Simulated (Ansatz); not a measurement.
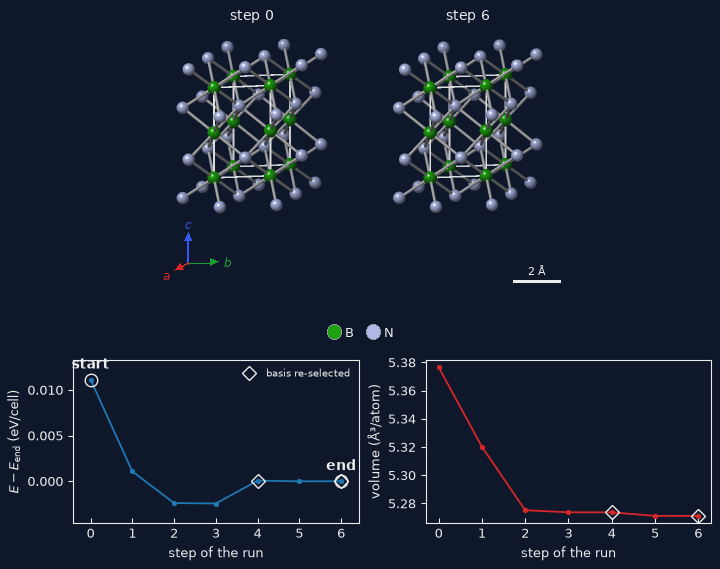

First and last geometry of a relaxation of crystalline BN (built on the NiAs type), with the history of the run. A ball-and-stick model of the cell of the calculation, seen slightly off an axis.

These are results of DFT, HSE06, plane waves, PAW (Ansatz), not measurements. (plane-wave cutoff 420 eV; k-point mesh 9 × 9 × 4; occupations fermi dirac; smearing width 0.02 eV; no spin polarisation; cell and atoms relaxed; force threshold 0.005 eV/Å)

Q: What do the curves and the structures tell?

A: It converged. After 4 accepted moves (6 points after the start) the energy has fallen by 11.1 meV per cell of the calculation. All forces vanish by symmetry, so only the cell relaxes. The pressure goes from −7.84 to 0.00 GPa. At 2 points the geometry stayed and the basis and grid were re-selected for the new cell (energy shift of 2.5 meV per cell of the calculation at most each time). No atom moves by more than 0.005 Å relative to the cell. Cell: a = b 2.491 → 2.471 Å (−0.8 %), c 4.001 → 3.986 Å (−0.4 %). Volume −2.0 %. Near-neighbour distances that change, for instance: B–N 1.752 → 1.740 Å. The space group stays P6_3/mmc (No. 194). The run took 59 s on 2 threads of Arm Neoverse V2, on a shared host, peak memory 0.83 GiB.
